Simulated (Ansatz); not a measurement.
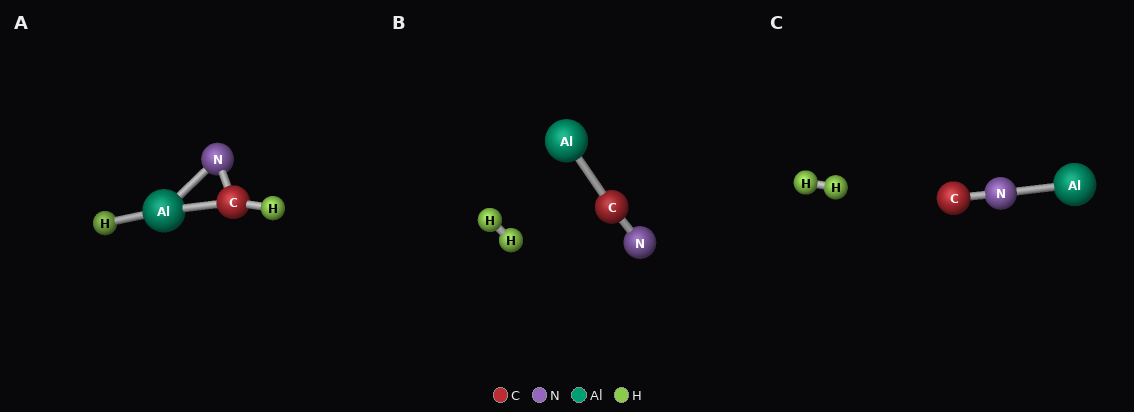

3 stationary structures of one formula. Geometries: PBE0-D4/def2-TZVP. Electronic energies: RHF-CCSD(T) (frozen core)/def2-TZVPP (Ansatz 0.2.0), without zero-point energy. No frequency run is at hand to confirm each as a minimum.

Which is lowest in energy, and by how much?

Answer. C is lowest; B lies 0.243 eV above it (Cs), A lies 0.941 eV above it (Cs).
